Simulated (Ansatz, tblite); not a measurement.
# Phenacyltetrahydrothiophenium tetrafluoroborate (C₁₂H₁₅BF₄OS): charged states by level of theory, part 3 of 3

Aim: the energy of removing and adding an electron for phenacyltetrahydrothiophenium tetrafluoroborate (C₁₂H₁₅BF₄OS), by energy differences, and how well orbital energies stand in for it.

Ansatz 0.2.0, Gaussian basis; as each input shows. Earlier steps stand in the parts before.

## (11) Charge -1 doublet, PBE0-D4/def2-TZVP

in.yaml reads:

```yaml
crystal:
  periodic: [false, false, false]
  atoms:
    - {symbol: F, position_ang: [-3.372336, 2.142288, -0.136714]}
    - {symbol: B, position_ang: [-4.779363, 1.918542, -0.327942]}
    - {symbol: F, position_ang: [-5.017502, 1.746857, -1.713845]}
    - {symbol: F, position_ang: [-5.125171, 0.717760, 0.356181]}
    - {symbol: F, position_ang: [-5.502025, 2.995111, 0.174892]}
    - {symbol: O, position_ang: [1.411907, 1.437007, -0.248372]}
    - {symbol: C, position_ang: [1.593632, 0.275400, 0.267191]}
    - {symbol: C, position_ang: [0.393963, -0.638496, 0.170176]}
    - {symbol: S, position_ang: [-1.054483, 0.541836, 0.169053]}
    - {symbol: C, position_ang: [-2.425320, -0.689343, 0.032194]}
    - {symbol: C, position_ang: [-2.497835, -1.079811, -1.444486]}
    - {symbol: C, position_ang: [-2.287916, 0.209273, -2.256734]}
    - {symbol: C, position_ang: [-1.172181, 1.036771, -1.603342]}
    - {symbol: C, position_ang: [2.807520, -0.169775, 0.899703]}
    - {symbol: C, position_ang: [3.910850, 0.745013, 0.998129]}
    - {symbol: C, position_ang: [5.109926, 0.369914, 1.596446]}
    - {symbol: C, position_ang: [5.288869, -0.931283, 2.126120]}
    - {symbol: C, position_ang: [4.216669, -1.847467, 2.035964]}
    - {symbol: C, position_ang: [3.010410, -1.487338, 1.433998]}
    - {symbol: H, position_ang: [0.241627, -1.346698, 1.013450]}
    - {symbol: H, position_ang: [0.317474, -1.212587, -0.783942]}
    - {symbol: H, position_ang: [-2.205759, -1.525585, 0.724241]}
    - {symbol: H, position_ang: [-3.339230, -0.148856, 0.355764]}
    - {symbol: H, position_ang: [-1.724390, -1.841655, -1.686973]}
    - {symbol: H, position_ang: [-3.488652, -1.528995, -1.663162]}
    - {symbol: H, position_ang: [-3.226117, 0.798528, -2.251410]}
    - {symbol: H, position_ang: [-2.021071, -0.018417, -3.309934]}
    - {symbol: H, position_ang: [-0.145297, 0.893354, -1.989234]}
    - {symbol: H, position_ang: [-1.398608, 2.117066, -1.568852]}
    - {symbol: H, position_ang: [3.760602, 1.754131, 0.585043]}
    - {symbol: H, position_ang: [5.936083, 1.099209, 1.655396]}
    - {symbol: H, position_ang: [6.242071, -1.225221, 2.592524]}
    - {symbol: H, position_ang: [4.335109, -2.868471, 2.437934]}
    - {symbol: H, position_ang: [2.206572, -2.238053, 1.360564]}
basis:
  gaussian: {orbitals: def2-TZVP, fitting: {mean_field: def2-universal-jkfit}, initial_orbitals: start.molden}
total_charge: -1
magnetization: {spin_polarized: true, initial_magnetization: 1}
hamiltonian: {xc: pbe0, dispersion: d4}
scf: {omitted_lower_state_checks: [starts]}
output: {orbitals: {seedname: orbitals}}
```

Launch:

```bash
ansatz run in.yaml --threads 2 --pin off --events-out ev --progress --plain --max-ram 31744MiB --backend cuda --devices 0, --max-vram 18GiB
```

Output, shortened:

```text
Functional definition: PBE0
  name "PBE0"
  cite "Adamo & Barone, J. Chem. Phys. 110, 6158 (1999) doi:10.1063/1.478522"
  cite "Perdew, Burke & Ernzerhof, Phys. Rev. Lett. 77, 3865 (1996) doi:10.1103/PhysRevLett.77.3865"
  parent pbe
[...]
1758 factors; integrals over basis functions are off by at most 1.6e0 eV
[...]
mean field -37100.30858599 eV, -1363.4111930427 hartree, gradient 2.5e-5 eV, S^2 0.772500; 0 other end points of the search recorded, 0 dependent functions left out
reference -37100.30864668 eV, -1363.4111952732 hartree; 77, 76 occupied and 608, 609 virtual orbitals, 1758 factors
Total energy: -37101.32395950 eV, -1363.4485073310 hartree
Checks for a lower state left out: starts
```

Wall time 6 s (1 × H100 (card shared with other runs) with 2 threads of AMD EPYC 7R13, shared host); peak host memory 1.1 GiB.

From the report: HOMO -0.59 eV, LUMO 1.79 eV (over both spins); ⟨S²⟩ 0.773 (pure: 0.75).

## (12) Charge -1 doublet, PBE-D4/def2-TZVP

Changes to in.yaml since step 11:

```diff
@@ -41,3 +41,3 @@
 magnetization: {spin_polarized: true, initial_magnetization: 1}
-hamiltonian: {xc: pbe0, dispersion: d4}
+hamiltonian: {xc: pbe, dispersion: d4}
 scf: {omitted_lower_state_checks: [starts]}
```

Launched as before.

Output, shortened:

```text
Functional definition: PBE
  name "PBE"
  cite "Perdew, Burke & Ernzerhof, Phys. Rev. Lett. 77, 3865 (1996) doi:10.1103/PhysRevLett.77.3865"
  parent pbe
[...]
1758 factors; integrals over basis functions are off by at most 1.6e0 eV
[...]
mean field -37098.06230597 eV, -1363.3286437747 hartree, gradient 3.5e-5 eV, S^2 0.755013; 0 other end points of the search recorded, 0 dependent functions left out
reference -37098.06238944 eV, -1363.3286468422 hartree; 77, 76 occupied and 608, 609 virtual orbitals, 1758 factors
Total energy: -37099.24361279 eV, -1363.3720559995 hartree
Checks for a lower state left out: starts
```

Wall time 8 s (1 × H100 (card shared with other runs) with 2 threads of AMD EPYC 7R13, shared host); peak host memory 1.1 GiB.

From the report: HOMO 0.21 eV, LUMO 0.80 eV (over both spins); ⟨S²⟩ 0.755 (pure: 0.75). Doubts: highest occupied level lies above zero.

## (13) Adiabatic electron affinity

Starting state less charged state (positive: the electron is bound), singlet to doublet; the starting state's energies are those of its earlier runs.

```tsv
level	adiabatic electron affinity (eV)	time
PBE-D4/def2-TZVP	+1.80	12 s
PBE0-D4/def2-TZVP	+1.70	8.9 s
```

Times add the two runs; a level without a time comes out of a correlated run.

## (14) Charge +1 doublet at the fixed geometry, PBE0-D4/def2-TZVP

in.yaml reads:

```yaml
crystal:
  periodic: [false, false, false]
  atoms:
    - {symbol: F, position_ang: [-3.219029, 2.164946, -0.396286]}
    - {symbol: B, position_ang: [-4.628050, 1.785660, -0.267838]}
    - {symbol: F, position_ang: [-4.930011, 0.958254, -1.376107]}
    - {symbol: F, position_ang: [-4.730217, 1.014652, 0.916671]}
    - {symbol: F, position_ang: [-5.403297, 2.918990, -0.231546]}
    - {symbol: O, position_ang: [1.301117, 1.693453, 0.234474]}
    - {symbol: C, position_ang: [1.420857, 0.515914, 0.561447]}
    - {symbol: C, position_ang: [0.194647, -0.395517, 0.501747]}
    - {symbol: S, position_ang: [-1.295073, 0.642740, 0.191010]}
    - {symbol: C, position_ang: [-2.506152, -0.724735, -0.088556]}
    - {symbol: C, position_ang: [-2.389508, -1.099604, -1.567054]}
    - {symbol: C, position_ang: [-2.144969, 0.197442, -2.349128]}
    - {symbol: C, position_ang: [-1.079247, 1.015187, -1.613822]}
    - {symbol: C, position_ang: [2.716270, -0.063404, 1.009687]}
    - {symbol: C, position_ang: [3.832367, 0.800378, 1.079464]}
    - {symbol: C, position_ang: [5.074838, 0.312192, 1.492986]}
    - {symbol: C, position_ang: [5.217275, -1.043647, 1.838486]}
    - {symbol: C, position_ang: [4.114466, -1.910591, 1.769565]}
    - {symbol: C, position_ang: [2.867143, -1.424083, 1.358259]}
    - {symbol: H, position_ang: [0.019878, -0.907449, 1.470224]}
    - {symbol: H, position_ang: [0.299965, -1.175420, -0.281177]}
    - {symbol: H, position_ang: [-2.257988, -1.537083, 0.621720]}
    - {symbol: H, position_ang: [-3.483168, -0.278179, 0.193695]}
    - {symbol: H, position_ang: [-1.567274, -1.832461, -1.724883]}
    - {symbol: H, position_ang: [-3.333194, -1.582072, -1.891470]}
    - {symbol: H, position_ang: [-3.090602, 0.771080, -2.371179]}
    - {symbol: H, position_ang: [-1.813324, -0.001392, -3.388409]}
    - {symbol: H, position_ang: [-0.034825, 0.747323, -1.862470]}
    - {symbol: H, position_ang: [-1.218698, 2.107136, -1.695352]}
    - {symbol: H, position_ang: [3.689026, 1.855167, 0.802243]}
    - {symbol: H, position_ang: [5.940674, 0.988781, 1.548722]}
    - {symbol: H, position_ang: [6.195703, -1.427721, 2.164866]}
    - {symbol: H, position_ang: [4.228093, -2.970944, 2.039987]}
    - {symbol: H, position_ang: [2.012336, -2.114982, 1.310044]}
basis:
  gaussian: {orbitals: def2-TZVP, fitting: {mean_field: def2-universal-jkfit}}
total_charge: 1
magnetization: {spin_polarized: true, initial_magnetization: 1}
hamiltonian: {xc: pbe0, dispersion: d4}
scf: {omitted_lower_state_checks: [starts]}
output: {orbitals: {seedname: orbitals}}
```

Same command.

Output, shortened:

```text
Functional definition: PBE0
  name "PBE0"
  cite "Adamo & Barone, J. Chem. Phys. 110, 6158 (1999) doi:10.1063/1.478522"
  cite "Perdew, Burke & Ernzerhof, Phys. Rev. Lett. 77, 3865 (1996) doi:10.1103/PhysRevLett.77.3865"
  parent pbe
[...]
1758 factors; integrals over basis functions are off by at most 1.6e0 eV
[...]
mean field -37088.69598490 eV, -1362.9844378240 hartree, gradient 5.3e-6 eV, S^2 0.763287; 0 other end points of the search recorded, 0 dependent functions left out
reference -37088.69604154 eV, -1362.9844399054 hartree; 76, 75 occupied and 609, 610 virtual orbitals, 1758 factors
Total energy: -37089.64969150 eV, -1363.0194858951 hartree
Checks for a lower state left out: starts
```

Run time: 33 s. Hardware: 1 × H100 (card shared with other runs) with 2 threads of AMD EPYC 7R13, shared host; peak host memory 1.3 GiB.

From the report: HOMO -11.73 eV, LUMO -11.29 eV (over both spins); ⟨S²⟩ 0.763 (pure: 0.75).

## (15) Charge +1 doublet at the fixed geometry, PBE-D4/def2-TZVP

Changes to in.yaml since step 14:

```diff
@@ -38,6 +38,6 @@
 basis:
-  gaussian: {orbitals: def2-TZVP, fitting: {mean_field: def2-universal-jkfit}}
+  gaussian: {orbitals: def2-TZVP, fitting: {mean_field: def2-universal-jkfit}, initial_orbitals: start.molden}
 total_charge: 1
 magnetization: {spin_polarized: true, initial_magnetization: 1}
-hamiltonian: {xc: pbe0, dispersion: d4}
+hamiltonian: {xc: pbe, dispersion: d4}
 scf: {omitted_lower_state_checks: [starts]}
```

Launched as before.

Output, shortened:

```text
Functional definition: PBE
  name "PBE"
  cite "Perdew, Burke & Ernzerhof, Phys. Rev. Lett. 77, 3865 (1996) doi:10.1103/PhysRevLett.77.3865"
  parent pbe
[...]
1758 factors; integrals over basis functions are off by at most 1.6e0 eV
[...]
mean field -37087.24687778 eV, -1362.9311841195 hartree, gradient 2.3e-6 eV, S^2 0.751417; 0 other end points of the search recorded, 0 dependent functions left out
reference -37087.24695317 eV, -1362.9311868901 hartree; 76, 75 occupied and 609, 610 virtual orbitals, 1758 factors
Total energy: -37088.35717566 eV, -1362.9719868143 hartree
Checks for a lower state left out: starts
```

It took 8 s on 1 × H100 (card shared with other runs) with 2 threads of AMD EPYC 7R13, shared host; peak host memory 1.3 GiB.

HOMO -11.01 eV, LUMO -11.00 eV (over both spins); ⟨S²⟩ 0.751 (pure: 0.75).

## (16) Charge +1 doublet at the fixed geometry, HF/def2-TZVP

Changes to in.yaml since step 15:

```diff
@@ -41,3 +41,3 @@
 magnetization: {spin_polarized: true, initial_magnetization: 1}
-hamiltonian: {xc: pbe, dispersion: d4}
+hamiltonian: {xc: hf}
 scf: {omitted_lower_state_checks: [starts]}
```

The command is unchanged.

Output, shortened:

```text
Functional definition: HF
  name "HF"
  cite "Fock, Z. Phys. 61, 126 (1930) doi:10.1007/BF01340294"
  parent pbe
[...]
1758 factors; integrals over basis functions are off by at most 1.6e0 eV
[...]
mean field -36959.59331828 eV, -1358.2400023346 hartree, gradient 2.2e-5 eV, S^2 1.096073; 0 other end points of the search recorded, 0 dependent functions left out
reference -36959.59331828 eV, -1358.2400023346 hartree; 76, 75 occupied and 609, 610 virtual orbitals, 1758 factors
Total energy: -36959.59331828 eV, -1358.2400023346 hartree
Checks for a lower state left out: starts
```

It took 5.5 s on 1 × H100 (card shared with other runs) with 2 threads of AMD EPYC 7R13, shared host.

From the report: HOMO -15.44 eV, LUMO -7.36 eV (over both spins); ⟨S²⟩ 1.096 (pure: 0.75). Doubts: spin contamination.

## (17) Charge +1 doublet at the fixed geometry, LC-ωPBE(0.10)/def2-SVP

Changes to in.yaml since step 16:

```diff
@@ -38,6 +38,6 @@
 basis:
-  gaussian: {orbitals: def2-TZVP, fitting: {mean_field: def2-universal-jkfit}, initial_orbitals: start.molden}
+  gaussian: {orbitals: def2-SVP, initial_orbitals: start.molden}
 total_charge: 1
 magnetization: {spin_polarized: true, initial_magnetization: 1}
-hamiltonian: {xc: hf}
+hamiltonian: {xc: {name: LC-wPBE, parameters: {omega: 0.1/bohr}}}
 scf: {omitted_lower_state_checks: [starts]}
```

The command is unchanged.

Output, shortened:

```text
Functional definition: LC-wPBE
  name "LC-wPBE"
  cite "Vydrov & Scuseria, J. Chem. Phys. 125, 234109 (2006) doi:10.1063/1.2409292"
  cite "Heyd & Scuseria, J. Chem. Phys. 120, 7274 (2004) doi:10.1063/1.1668634"
  cite "Ernzerhof & Perdew, J. Chem. Phys. 109, 3313 (1998) doi:10.1063/1.476928"
  cite "Perdew, Burke & Ernzerhof, Phys. Rev. Lett. 77, 3865 (1996) doi:10.1103/PhysRevLett.77.3865"
  parent pbe
[...]
  with omega = 0.1/bohr from the input
[...]
3860 factors; their error is unknown
205 factors; integrals over basis functions are off by at most 2.2e-7 eV
[...]
mean field -37059.04462827 eV, -1361.8947705661 hartree, gradient 5.7e-6 eV, S^2 0.751436; 0 other end points of the search recorded, 0 dependent functions left out
reference -37059.04462848 eV, -1361.8947705739 hartree; 76, 75 occupied and 269, 270 virtual orbitals, 3860 factors
Total energy: -37059.04462848 eV, -1361.8947705739 hartree
Checks for a lower state left out: starts
```

It took 19 s on 1 × H100 (card shared with other runs) with 2 threads of AMD EPYC 7R13, shared host; peak host memory 1.2 GiB.

HOMO -11.97 eV, LUMO -10.08 eV (over both spins); ⟨S²⟩ 0.751 (pure: 0.75).

## (18) Charge +1 doublet at the fixed geometry, LC-ωPBE(0.15)/def2-SVP

Changes to in.yaml since step 17:

```diff
@@ -41,3 +41,3 @@
 magnetization: {spin_polarized: true, initial_magnetization: 1}
-hamiltonian: {xc: {name: LC-wPBE, parameters: {omega: 0.1/bohr}}}
+hamiltonian: {xc: {name: LC-wPBE, parameters: {omega: 0.15/bohr}}}
 scf: {omitted_lower_state_checks: [starts]}
```

The command is unchanged.

Output, shortened:

```text
Functional definition: LC-wPBE
  name "LC-wPBE"
  cite "Vydrov & Scuseria, J. Chem. Phys. 125, 234109 (2006) doi:10.1063/1.2409292"
  cite "Heyd & Scuseria, J. Chem. Phys. 120, 7274 (2004) doi:10.1063/1.1668634"
  cite "Ernzerhof & Perdew, J. Chem. Phys. 109, 3313 (1998) doi:10.1063/1.476928"
  cite "Perdew, Burke & Ernzerhof, Phys. Rev. Lett. 77, 3865 (1996) doi:10.1103/PhysRevLett.77.3865"
  parent pbe
[...]
  with omega = 0.15/bohr from the input
[...]
3860 factors; their error is unknown
375 factors; integrals over basis functions are off by at most 4.2e-7 eV
[...]
mean field -37060.27796211 eV, -1361.9400947488 hartree, gradient 6.9e-6 eV, S^2 0.752605; 0 other end points of the search recorded, 0 dependent functions left out
reference -37060.27796220 eV, -1361.9400947521 hartree; 76, 75 occupied and 269, 270 virtual orbitals, 3860 factors
Total energy: -37060.27796220 eV, -1361.9400947521 hartree
Checks for a lower state left out: starts
```

Wall time 23 s (1 × H100 (card shared with other runs) with 2 threads of AMD EPYC 7R13, shared host).

Report: HOMO -12.40 eV, LUMO -10.11 eV (over both spins); ⟨S²⟩ 0.753 (pure: 0.75).

## (19) Charge +1 doublet at the fixed geometry, LC-ωPBE(0.20)/def2-SVP

Changes to in.yaml since step 18:

```diff
@@ -41,3 +41,3 @@
 magnetization: {spin_polarized: true, initial_magnetization: 1}
-hamiltonian: {xc: {name: LC-wPBE, parameters: {omega: 0.15/bohr}}}
+hamiltonian: {xc: {name: LC-wPBE, parameters: {omega: 0.2/bohr}}}
 scf: {omitted_lower_state_checks: [starts]}
```

Same command.

Output, shortened:

```text
Functional definition: LC-wPBE
  name "LC-wPBE"
  cite "Vydrov & Scuseria, J. Chem. Phys. 125, 234109 (2006) doi:10.1063/1.2409292"
  cite "Heyd & Scuseria, J. Chem. Phys. 120, 7274 (2004) doi:10.1063/1.1668634"
  cite "Ernzerhof & Perdew, J. Chem. Phys. 109, 3313 (1998) doi:10.1063/1.476928"
  cite "Perdew, Burke & Ernzerhof, Phys. Rev. Lett. 77, 3865 (1996) doi:10.1103/PhysRevLett.77.3865"
  parent pbe
[...]
  with omega = 0.2/bohr from the input
[...]
3860 factors; their error is unknown
574 factors; integrals over basis functions are off by at most 1.4e-6 eV
[...]
mean field -37061.72635451 eV, -1361.9933221878 hartree, gradient 5.9e-6 eV, S^2 0.753735; 0 other end points of the search recorded, 0 dependent functions left out
reference -37061.72635456 eV, -1361.9933221895 hartree; 76, 75 occupied and 269, 270 virtual orbitals, 3860 factors
Total energy: -37061.72635456 eV, -1361.9933221895 hartree
Checks for a lower state left out: starts
```

Wall time 11 s (1 × H100 (card shared with other runs) with 2 threads of AMD EPYC 7R13, shared host).

From the report: HOMO -12.78 eV, LUMO -10.22 eV (over both spins); ⟨S²⟩ 0.754 (pure: 0.75).

## (20) Charge +1 doublet at the fixed geometry, LC-ωPBE(0.30)/def2-SVP

Changes to in.yaml since step 19:

```diff
@@ -41,3 +41,3 @@
 magnetization: {spin_polarized: true, initial_magnetization: 1}
-hamiltonian: {xc: {name: LC-wPBE, parameters: {omega: 0.2/bohr}}}
+hamiltonian: {xc: {name: LC-wPBE, parameters: {omega: 0.3/bohr}}}
 scf: {omitted_lower_state_checks: [starts]}
```

Launched as before.

Output, shortened:

```text
Functional definition: LC-wPBE
  name "LC-wPBE"
  cite "Vydrov & Scuseria, J. Chem. Phys. 125, 234109 (2006) doi:10.1063/1.2409292"
  cite "Heyd & Scuseria, J. Chem. Phys. 120, 7274 (2004) doi:10.1063/1.1668634"
  cite "Ernzerhof & Perdew, J. Chem. Phys. 109, 3313 (1998) doi:10.1063/1.476928"
  cite "Perdew, Burke & Ernzerhof, Phys. Rev. Lett. 77, 3865 (1996) doi:10.1103/PhysRevLett.77.3865"
  parent pbe
[...]
  with omega = 0.3/bohr from the input
[...]
3860 factors; their error is unknown
855 factors; integrals over basis functions are off by at most 9.4e-6 eV
[...]
mean field -37064.87673551 eV, -1362.1090965542 hartree, gradient 5.0e-6 eV, S^2 0.781662; 0 other end points of the search recorded, 0 dependent functions left out
reference -37064.87673553 eV, -1362.1090965549 hartree; 76, 75 occupied and 269, 270 virtual orbitals, 3860 factors
Total energy: -37064.87673553 eV, -1362.1090965549 hartree
Checks for a lower state left out: starts
```

Wall time 8.5 s (1 × H100 (card shared with other runs) with 2 threads of AMD EPYC 7R13, shared host).

From the report: HOMO -12.21 eV, LUMO -10.10 eV (over both spins); ⟨S²⟩ 0.782 (pure: 0.75).

## (21) Vertical ionisation energy

Charged state less starting state, singlet to doublet; the starting state's energies are those of its earlier runs.

```tsv
level	vertical ionisation energy (eV)	time
HF/def2-TZVP†	+8.77	9.8 s
PBE-D4/def2-TZVP	+9.09	12 s
PBE0-D4/def2-TZVP	+9.98	36 s
```

Times add the two runs; a level without a time comes out of a correlated run. † marks a level with a doubtful state (flagged, unstable, out of aufbau order, or strongly spin-contaminated); such levels are left out of the summary.

Beside −ε(HOMO) of the starting state:

```tsv
level	−ε(HOMO) (eV)	by difference (eV)	mismatch (eV)
PBE-D4/def2-TZVP	6.81	9.09	-2.28
PBE0-D4/def2-TZVP	8.44	9.98	-1.54
```

Tuning ω of LC-ωPBE, so that −ε(HOMO) meets the ionisation energy:

```tsv
ω (1/bohr)	−ε(HOMO) (eV)	by difference (eV)
0.1	7.83	9.18
0.15	8.53	9.52
0.2	9.17	9.88
0.3	10.33	10.32
```

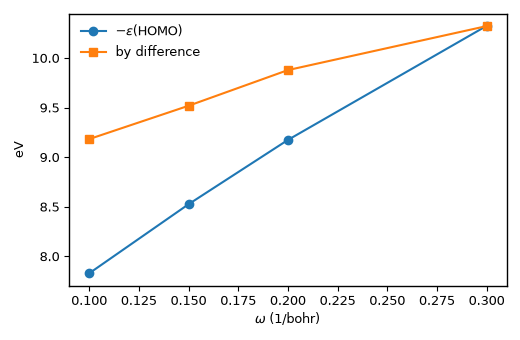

Both estimates against ω; the tuned value is where they cross.

## (22) Outcome

The summary covers parts 1 to 3.

```
                                             quantity                               value
 vertical electron affinity, functionals in def2-TZVP  1.43 (PBE0-D4) to 1.47 eV (PBE-D4)
adiabatic electron affinity, functionals in def2-TZVP  1.70 (PBE0-D4) to 1.80 eV (PBE-D4)
 vertical ionisation energy, functionals in def2-TZVP  9.09 (PBE-D4) to 9.98 eV (PBE0-D4)
                                              tuned ω                         0.30 1/bohr
       relaxation of the anion side, PBE-D4/def2-TZVP                             0.33 eV
```

The vertical electron affinity spans 1.43 to 1.47 eV over the functionals. The anion's highest level lies above zero where self-interaction lifts it, so diffuse functions weigh on these values. −ε(LUMO) misses the level's own difference by +1.49 eV at best (PBE0-D4) and +2.33 eV at worst (PBE-D4). The adiabatic electron affinity spans 1.70 to 1.80 eV over the functionals. The vertical ionisation energy spans 9.09 to 9.98 eV over the functionals. −ε(HOMO) misses the level's own difference by -1.54 eV at best (PBE0-D4) and -2.28 eV at worst (PBE-D4). Relaxing the reduced state gains 0.33 eV at PBE-D4/def2-TZVP.
